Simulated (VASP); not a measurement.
Band structure of Ag2O (cuprite). All values below come from optB86b-vdW, VASP's PBE PAW potentials (set 64) (plane waves; VASP 6.6.1).

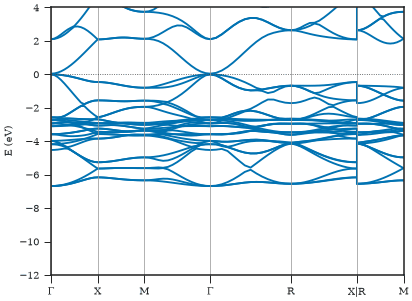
Figure. Bands along high-symmetry lines, zero at the valence-band maximum or, without a gap, the Fermi level

Question: Read the plot: is there a gap, and where are the band edges?

Answer: The gap is direct, 0.04 eV, from the valence maximum at Γ to the conduction minimum at Γ. (Edges off the drawn lines would not show.)

The compound is Ag2O in the cuprite structure. It was relaxed first.
